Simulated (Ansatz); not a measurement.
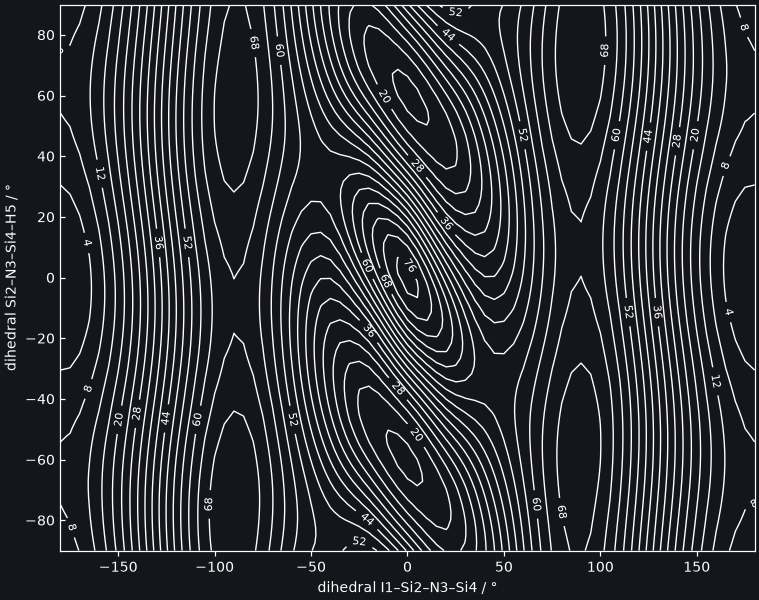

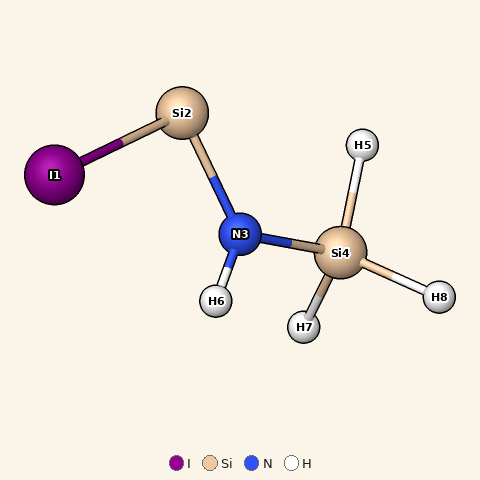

Energy landscape of H4INSi2. The first coordinate is: dihedral I1–Si2–N3–Si4; the second: dihedral Si2–N3–Si4–H5. Nothing is relaxed (all other coordinates rigid). Grid: 18 × 17 points; 154 points were computed and 152 follow by symmetry. Points are written as (first, second). All energies are given in kJ/mol relative to the lowest grid point. Theory: Ansatz, RKS PBE0-D4/def2-SVP.

In the figure: contour lines labelled in kJ/mol. Between grid points the surface is interpolated. The second picture is the structure at the lowest point.

Describe this landscape.

Answer. The lowest grid point is at (−180°, 0.0°). The energy also falls towards the edge at (−180°, −90.0°) (6 kJ/mol above the lowest) and (−180°, 90.0°) (6 kJ/mol above the lowest), where a further well may lie outside the range. There is a further well near (0°, −56.2°) (15 kJ/mol above the lowest at that grid point). The highest grid point, (0°, 0.0°), lies 77 kJ/mol above the lowest. On the interpolated surface the easiest way out of the lowest well to the well at about (0°, −60°) passes a barrier of about 63 kJ/mol.

Each point was launched as `ansatz run input.yaml --threads 1 --pin off --max-ram 2560MiB --backend cpu --events-out ev --progress --plain --runs-dir out`. Time for the 154 points that were run: 5.8 min on 1 thread of AMD EPYC 9R45 96-Core Processor (Zen 5), on a shared host.
